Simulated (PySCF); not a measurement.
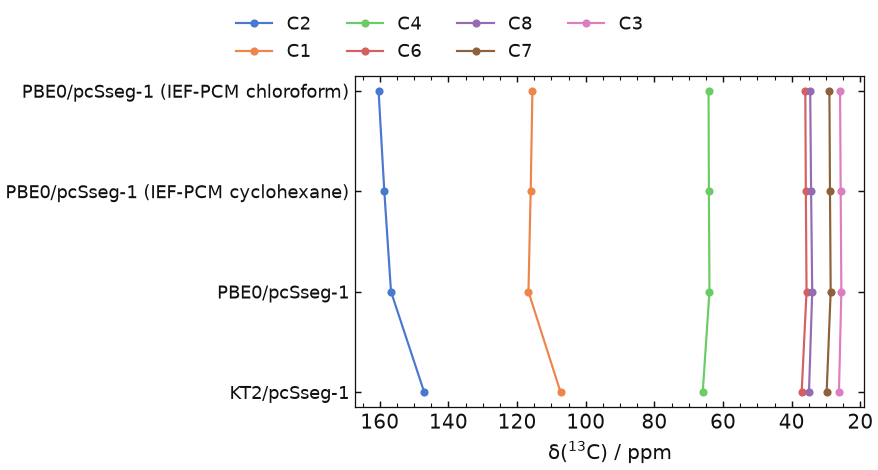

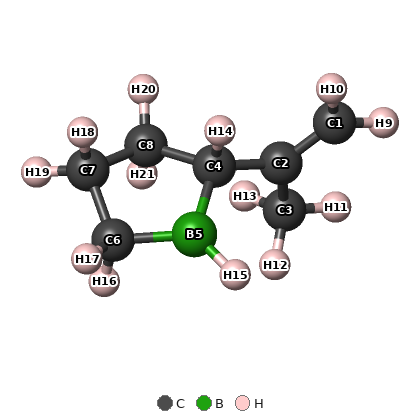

GIAO ¹³C shifts of C₇H₁₃B, SMILES C=C(C)[C@@H]1BCCC1 at several levels, one geometry, PySCF 2.14.0, at a PBE0-D3(BJ)/def2-SVP geometry (no frequency check); values of one conformer, averaged over methyl-type rotors and exact or near symmetry; other conformers aren't averaged in; each against TMS at the same level.

> Which of the plotted signals depends most on the level, and by how much?

That of C2: from 147.1 ppm (KT2/pcSseg-1) to 160.4 ppm (PBE0/pcSseg-1 (IEF-PCM chloroform)), a spread of 13.3 ppm. The steadiest, C3, moves by 0.7 ppm.

> Do all levels give the signals in the same order?

Yes, the order of the signals is the same at every level.
